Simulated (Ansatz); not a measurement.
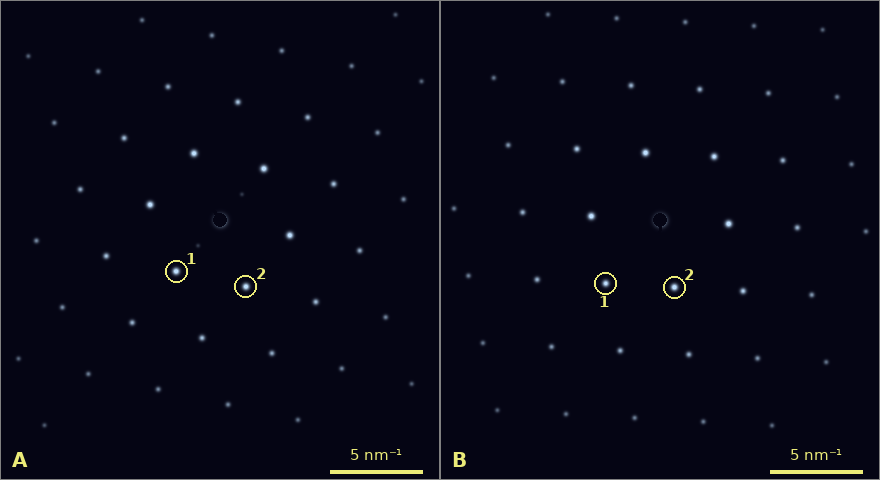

Kinematic electron diffraction patterns (120 kV, B = 0.5 Å², same scale) along [100] of the run's own cell, for the start and the end of one relaxation of SrMo with DFT PBE, scalar-relativistic, plane waves, PAW in Ansatz 0.2.0. k mesh 16×16×12. The start is a generated model structure, and the relaxation ends in the nearest stationary point of its symmetry, not necessarily the ground state. Spot 1 is 0 0 -2 and spot 2 is 0 1 -1 in both.

Start structure:

```
Sr Mo
1.0
     3.35548    0.00000    0.00000
     0.00000    3.35548    0.00000
     0.00000    0.00000    4.39807
Sr Mo
1 1
Direct
  0.50000 0.50000 0.50000
  0.00000 0.00000 0.00000
```

Q: Which pattern belongs to the start structure, and which to the relaxed one?

A: B is the start: its cell gives d(1) = 2.199 Å, d(2) = 2.668 Å and an angle of 52.7°. A is the relaxed structure, with d(1) = 2.717 Å (+23.6 %), d(2) = 2.565 Å (-3.8 %) and 61.8°.

Q: Name reflections whose intensity changes strongly on relaxation.

A: 0 0 4 goes from 13 to 23 % of the strongest spot; 0 1 5 goes from 5.3 to 9.6 % of the strongest spot.

Q: What did the relaxation do to the structure and the energy?

A: The volume changed by -7.1 % to 23.01 Å³ an atom; the fractional coordinates hardly changed; the space group stayed P4/mmm (No. 123); the free energy fell by 350 meV an atom. Relaxed cell: a = 2.910 Å, b = 2.910 Å, c = 5.434 Å, α = 90.00°, β = 90.00°, γ = 90.00°.
